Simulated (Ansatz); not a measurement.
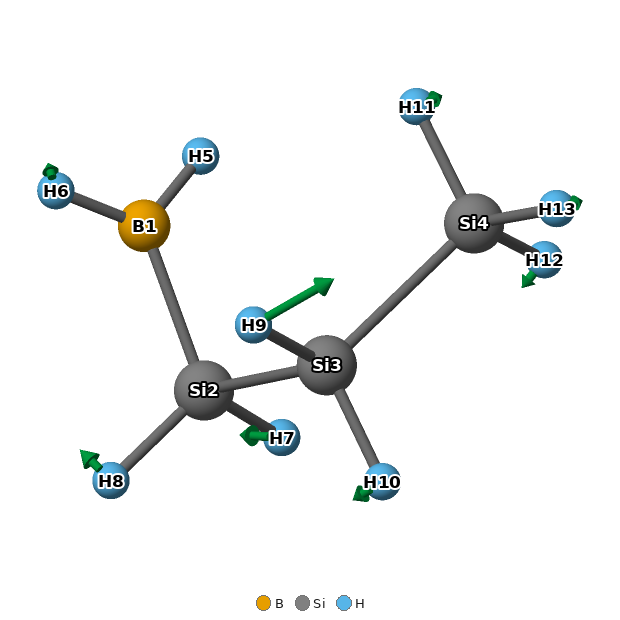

The arrows show one normal mode. Harmonic vibrations computed with RKS PBE0-D4/def2-TZVP (Ansatz 0.2.0) at a stationary point of the same level.

**Describe the motion.**

Mostly H–Si–Si bending.

**At what wavenumber does it lie?**

709 cm⁻¹; it is mode 16 of 33 counted from the lowest.
